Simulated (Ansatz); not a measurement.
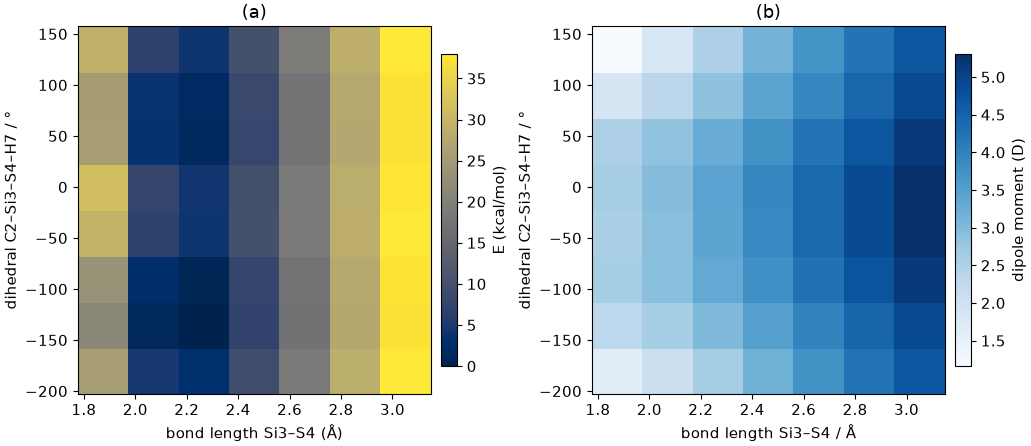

CH₃NSSi, SMILES N=C=[SiH]S. The first coordinate is: bond length Si3–S4; the second: dihedral C2–Si3–S4–H7. Nothing is relaxed (all other coordinates rigid). Grid: 7 × 8 points. Points are written as (first, second). Energies are in kcal/mol, from the lowest grid point. Level of theory: RKS PBE-D4/def2-TZVP in Ansatz 0.2.0.

Panel (a) is the energy and panel (b) the computed dipole moment on the same grid.

Drawn: one coloured cell a grid point.

Q: How does the dipole moment vary over the map, and what is it at the lowest grid point?

A: Leaving out the highest fifth of the energies, it runs from 1.60 D at (1.874 Å, −180°) to 4.88 D at (2.855 Å, −45°). At the lowest grid point, (2.266 Å, −135°), it is 3.03 D.
